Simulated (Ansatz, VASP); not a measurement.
# NaB3: VASP beside Ansatz, part 2 of 2

Aim: how closely do two programs agree when they are given the same cell, functional and k mesh? The cell is invented: other elements were put on sites of a known structure type. It may not be a known or stable phase. The cell comes out of the VASP series on this material, whose earlier steps may have relaxed, scaled or displaced it; both programs get it as it stands.

VASP 6.6.1 and Ansatz 0.2.0.

So far: The structure; Ansatz: band structure, HSE06.

### 3. VASP: band structure, HSE06

Level of this step: HSE06; plane waves and PAW (Na_pv, B); invented cell (VASP).

The same cell, functional, mesh and smearing now go to VASP, with its own data sets and cutoff.

Lines of VASP's logs that name or quote its potential files are left out, and so is its time.

INCAR reads:

```
SYSTEM = NaB3
PREC = Accurate
ENCUT = 420
EDIFF = 1E-06
NELM = 100
ISMEAR = -1
SIGMA = 0.05
LREAL = .FALSE.
ALGO = Normal
LHFCALC = .TRUE.
AEXX = 0.25
GGA = PE
HFSCREEN = 0.2
LASPH = .TRUE.
NBANDS = 14
PRECFOCK = Fast
LORBIT = 11
LWAVE = .FALSE.
LCHARG = .FALSE.
KPAR = 2
```

POSCAR reads:

```
NaB3
1.0
    3.2740177630      0.0000000000      0.0000000000
    0.0000000000      3.2740177630      0.0000000000
    0.0000000000      0.0000000000      3.2740177630
Na B
1 3
Direct
    0.0000000000      0.0000000000      0.0000000000
    0.0000000000      0.5000000000      0.5000000000
    0.5000000000      0.0000000000      0.5000000000
    0.5000000000      0.5000000000      0.0000000000
```

KPOINTS reads:

```
Automatic mesh
0
Gamma
4 4 4
0 0 0
```

KPOINTS_OPT reads:

```
Line mode
6
Line-mode
Reciprocal
  0.00000000   0.00000000   0.00000000 GAMMA
  0.00000000   0.50000000   0.00000000 X

  0.00000000   0.50000000   0.00000000 X
  0.50000000   0.50000000   0.00000000 M

  0.50000000   0.50000000   0.00000000 M
  0.00000000   0.00000000   0.00000000 GAMMA

  0.00000000   0.00000000   0.00000000 GAMMA
  0.50000000   0.50000000   0.50000000 R

  0.50000000   0.50000000   0.50000000 R
  0.00000000   0.50000000   0.00000000 X

  0.50000000   0.50000000   0.00000000 M
  0.50000000   0.50000000   0.50000000 R
```

PAW data sets: Na_pv and B (PBE family, release 64).

The run is started by

```
mpirun -np 2 vasp_std
```

Numbers of over 12 decimals in the logs are rounded to 6 here.

What it wrote:

```text
[banner, memory and clock lines left out]
running    2 mpi-ranks, on    1 nodes
 distrk:  each k-point on    1 cores,    2 groups
 distr:  one band on    1 cores,    1 groups

 POSCAR found type information on POSCAR NaB
 POSCAR found :  2 types and       4 ions
 LDA part: xc-table for (Slater+PW92), standard interpolation
 found WAVECAR, reading the header
 POSCAR, INCAR and KPOINTS ok, starting setup
 FFT: planning ... GRIDC
 FFT: planning ... GRID_SOFT
 FFT: planning ... GRID
 reading WAVECAR
 the WAVECAR file was read successfully
 initial charge from wavefunction
 entering main loop
       N       E                     dE             d eps       ncg     rms          rms(c)
DAV:   1    -0.155728655164E+02   -0.15573E+02   -0.46286E-01   376   0.809E+00    0.467E-01
DAV:   2    -0.155712114725E+02    0.16540E-02   -0.83383E-03   378   0.152E+00    0.280E-01
DAV:   3    -0.155694462441E+02    0.17652E-02   -0.19665E-03   420   0.764E-01    0.147E-01
DAV:   4    -0.155690415885E+02    0.40466E-03   -0.52885E-04   368   0.305E-01    0.764E-02
DAV:   5    -0.155689431580E+02    0.98430E-04   -0.11906E-04   360   0.108E-01    0.401E-02
DAV:   6    -0.155689189505E+02    0.24208E-04   -0.28122E-05   358   0.394E-02    0.213E-02
DAV:   7    -0.155689130928E+02    0.58577E-05   -0.73632E-06   346   0.175E-02    0.114E-02
DAV:   8    -0.155689119826E+02    0.11102E-05   -0.19674E-06   346   0.924E-03    0.624E-03
DAV:   9    -0.155689121572E+02   -0.17464E-06   -0.50817E-07   230   0.492E-03
   1 F= -.15568912E+02 E0= -.15563044E+02  d E =-.117354E-01
 Start KPOINTS_OPT (optional k-point list driver)
k-point batch [1-10\36]
       N       E                     dE             ncg
DAV:   1    -0.179841157647E+03   -0.33013E+04      310
DAV:   2    -0.110140975037E+04   -0.92157E+03      316
DAV:   3    -0.115886804437E+04   -0.57458E+02      340
DAV:   4    -0.116057090843E+04   -0.17029E+01      360
DAV:   5    -0.116059486198E+04   -0.23954E-01      372
DAV:   6    -0.116059553162E+04   -0.66964E-03      380
DAV:   7    -0.116059555911E+04   -0.27487E-04      360
DAV:   8    -0.116059556000E+04   -0.88813E-06      282
[...]
k-point batch [31-36\36]
       N       E                     dE             ncg
DAV:   1     0.170812206074E+04   -0.38805E+04      168
DAV:   2     0.113784195493E+04   -0.57028E+03      216
DAV:   3     0.111199823451E+04   -0.25844E+02      186
DAV:   4     0.111159602526E+04   -0.40221E+00      222
DAV:   5     0.111159068961E+04   -0.53357E-02      228
DAV:   6     0.111159058415E+04   -0.10546E-03      234
DAV:   7     0.111159058098E+04   -0.31735E-05      202
DAV:   8     0.111159058085E+04   -0.12858E-06      162
```

OUTCAR, selected parts (step 3):

```text
ion  position               nearest neighbor table
   1  0.000  0.000  0.000-   2 2.32   3 2.32   4 2.32   2 2.32   3 2.32   2 2.32   4 2.32   2 2.32
                             3 2.32   4 2.32   3 2.32   4 2.32
   2  0.000  0.500  0.500-   1 2.32   1 2.32   1 2.32   1 2.32
   3  0.500  0.000  0.500-   1 2.32   1 2.32   1 2.32   1 2.32
   4  0.500  0.500  0.000-   1 2.32   1 2.32   1 2.32   1 2.32

  LATTYP: Found a simple cubic cell.
 ALAT       =     3.2740177630

 Subroutine GETGRP returns: Found 48 space group operations
 (whereof 48 operations were pure point group operations)

The static configuration has the point symmetry O_h .

 Found     10 irreducible k-points:

   k-points           NKPTS =     10   k-points in BZ     NKDIM =     64   number of bands    NBANDS=     14

   dimension x,y,z NGX =    24 NGY =   24 NGZ =   24
   dimension x,y,z NGXF=    48 NGYF=   48 NGZF=   48

   ENCUT  =  420.0 eV  30.87 Ry    5.56 a.u.   5.47  5.47  5.47*2*pi/ulx,y,z

   NELECT =      16.0000    total number of electrons

 k-points in reciprocal lattice and weights: Automatic mesh
   0.00000000  0.00000000  0.00000000       0.016
   0.25000000  0.00000000  0.00000000       0.094
   0.50000000  0.00000000  0.00000000       0.047
   0.25000000  0.25000000  0.00000000       0.188
   0.50000000  0.25000000  0.00000000       0.188
   0.50000000  0.50000000  0.00000000       0.047
   0.25000000  0.25000000  0.25000000       0.125
   0.50000000  0.25000000  0.25000000       0.188
   0.50000000  0.50000000  0.25000000       0.094
   0.50000000  0.50000000  0.50000000       0.016

  exchange ACFDT corr.  =         0.00000000  see jH, gK, PRB 81, 115126

 average (electrostatic) potential at core
       1 -36.5592       2 -25.3603       3 -25.3603       4 -25.3603

 E-fermi :   5.5688

 k-point     1 :       0.0000    0.0000    0.0000
  band No.  band energies     occupation
    ...
      5       2.4108      2.00000
      6       2.4108      2.00000
      7       2.4108      2.00000
      8       4.8885      2.00000
      9       4.8885      2.00000
     10      11.5871      0.00000
     11      11.5871      0.00000
     12      11.5871      0.00000
     13      13.4562      0.00000
     14      15.8421      0.00000

 k-point     2 :       0.2500    0.0000    0.0000
  band No.  band energies     occupation
    ...
      4      -8.0683      2.00000
      5      -1.4531      2.00000
      6       3.0723      2.00000
      7       3.0723      2.00000
      8       5.5343      1.33136
      9       8.2174      0.00000
     10       9.8396      0.00000
     11       9.8396      0.00000
     12       9.9493      0.00000
     13      14.2517      0.00000
    ...

 k-point     3 :       0.5000    0.0000    0.0000
  band No.  band energies     occupation
    ...
      3     -20.1283      2.00000
      4      -6.2009      2.00000
      5      -4.7043      2.00000
      6       4.1717      2.00000
      7       4.1717      2.00000
      8       7.2501      0.00000
      9       7.4674      0.00000
     10       7.7304      0.00000
     11       7.7304      0.00000
     12      10.1545      0.00000
    ...

  energy-cutoff  :      420.00
  volume of cell :       35.09
      direct lattice vectors                 reciprocal lattice vectors
     3.274017763  0.000000000  0.000000000     0.305435117  0.000000000  0.000000000
     0.000000000  3.274017763  0.000000000     0.000000000  0.305435117  0.000000000
     0.000000000  0.000000000  3.274017763     0.000000000  0.000000000  0.305435117

 POSITION                                       TOTAL-FORCE (eV/Angst)
 -----------------------------------------------------------------------------------
      0.00000      0.00000      0.00000         0.000000      0.000000      0.000000
      0.00000      1.63701      1.63701         0.000000      0.000000      0.000000
      1.63701      0.00000      1.63701         0.000000      0.000000      0.000000
      1.63701      1.63701      0.00000         0.000000      0.000000      0.000000
 -----------------------------------------------------------------------------------
    total drift:                                0.000001     -0.000000      0.000004

  FREE ENERGIE OF THE ION-ELECTRON SYSTEM (eV)
  ---------------------------------------------------
  free  energy   TOTEN  =       -15.5689121572 eV

  energy  without entropy=      -15.5571767668  energy(sigma->0) =      -15.56304446

 total charge
# of ion       s       p       d       tot
------------------------------------------
    1        0.167   6.149   0.000   6.315
    2        0.701   0.837   0.000   1.538
    3        0.701   0.837   0.000   1.538
    4        0.701   0.837   0.000   1.538
--------------------------------------------------
tot          2.268   8.660   0.000  10.928

[... 3 further parts left out ...]
```

### 4. Comparison

Known differences besides the PAW data sets themselves: exact exchange at q = 0 is treated differently, which shows on coarse meshes; VASP keeps PBE cores, Ansatz makes them for the functional; the data sets hold 18 valence electrons in Ansatz (default PAW (the set named soft_2) files) and 16 in VASP; VASP takes a coarser grid for exact exchange (PRECFOCK = Fast). Total energies have different zeros and are not compared.

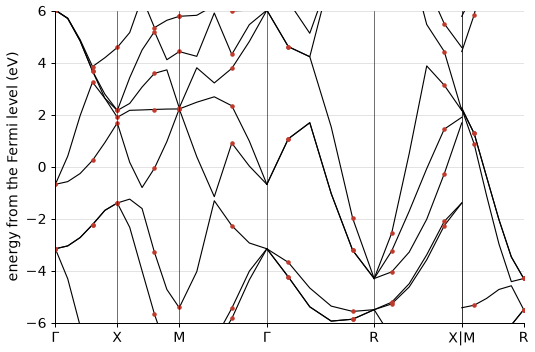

Bands from VASP (lines) and levels from Ansatz (dots). Dots without a line are higher empty bands that the VASP plot leaves out.

Levels from 3 eV below to 2 eV above the Fermi level differ by 4 meV r.m.s. and 6 meV at most; each VASP level is matched to the nearest of Ansatz, which flatters the figure a little.

### 5. Results

| Quantity | Value |
| --- | --- |
| r.m.s. difference of levels near the Fermi level (band structure, HSE06) | 4.1 meV |

What this shows: The r.m.s. difference of levels near the Fermi level is 4.1 meV (band structure, HSE06), within the 80 meV picked in this series as the mark of a large difference. Differences of this kind measure data sets and numerical settings, not the functional's error against experiment.

[Lines on the potential files, build, host, timing and source positions are cut from VASP's logs without a mark.]

[Logs are printed without paths, hosts, clocks, repeated set-up lines and the standing remarks that a program may print on its own settings, such as how far it seeks lower states.]

[Hosts, paths, dates, database ids (printed as entryN), source tags and the programs' standing remarks are cut or masked in the printed files.]
